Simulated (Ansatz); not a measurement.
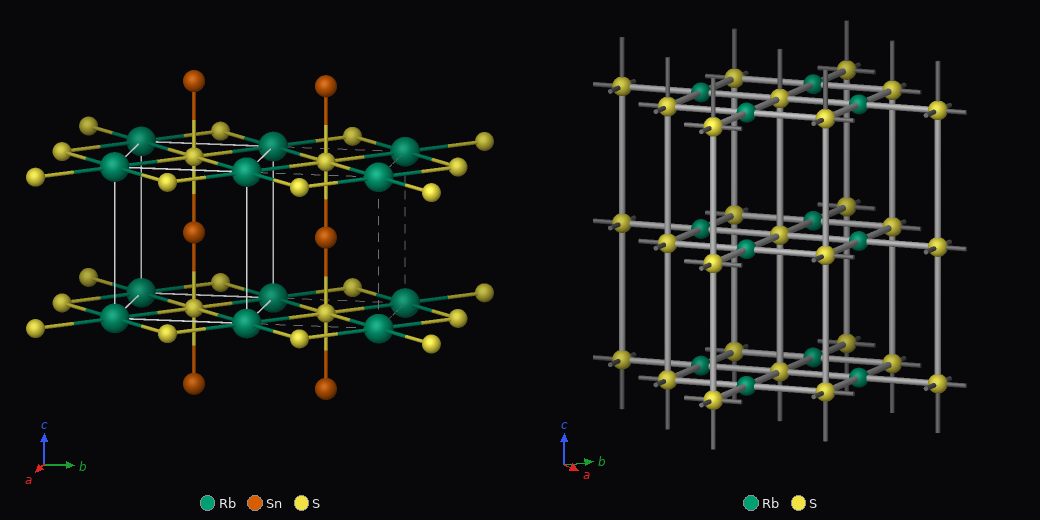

Left: the structure. Right: its underlying net. Nodes are coloured by element. Edges to nodes outside the piece are drawn as stubs.

RbSnS (space group P4/mmm, No. 123). Coordinates: the geometry relaxed with DFT PBE, scalar-relativistic, plane waves, PAW in Ansatz; the starting structure was generated, so it need not be a known form of this composition.

Bonds are taken as Rb–S below 3.7 Å and S–Sn below 3 Å. Simplification: prune 0- and 1-connected atoms, fold 2-connected ones into links.

The result is a binodal (4,6)-connected, three-periodic net: Rb is a 4-connected node; S is a 6-connected node, in the ratio 1:1. Sn becomes part of the edges. It is a single net, without interpenetration.

```csv
node,links,point symbol,coordination sequence
Rb,4,4⁴·6²,4 16 38 66
S,6,4⁴·6¹⁰·8,6 18 38 66
```
